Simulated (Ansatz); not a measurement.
System: Al5Ga.

```xyz
6

Al    0.8363    1.8013   -0.7439
Al   -0.6426   -0.0271   -1.9220
Al    1.2901   -0.8743   -0.5433
Al   -2.2255   -0.3070    0.1424
Al    0.9865    0.8257    1.7136
Ga   -0.2448   -1.4186    1.3531
```

Geometry: PBE-D4/def2-SVP.

Method: RKS PBE0-D4/def2-TZVP (Ansatz 0.2.0).

**What will maps of the electron density and electron localisation function show?**

Al–Ga (2.50 Å): the density is about 0.32 e/Å³ at the midpoint; the ELF peaks at about 0.60 between the atoms.
Al–Ga (2.57 Å): ρ is about 0.29 e/Å³ halfway; the ELF peaks at about 0.65 between the atoms.

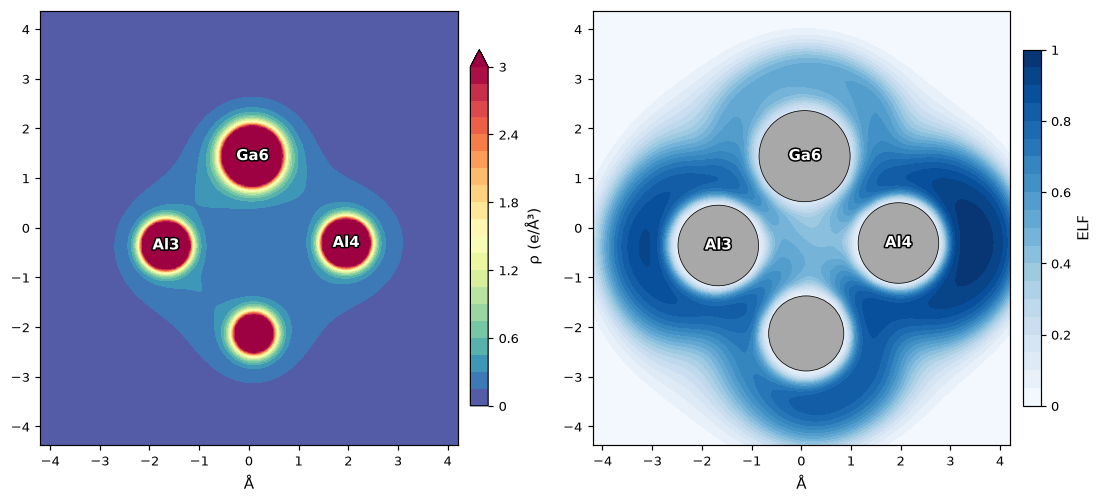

Computed electron density and electron localisation function on the plane of atoms Al3, Ga6 and Al4, in this order. Grey discs cover the atomic cores in the ELF map. 
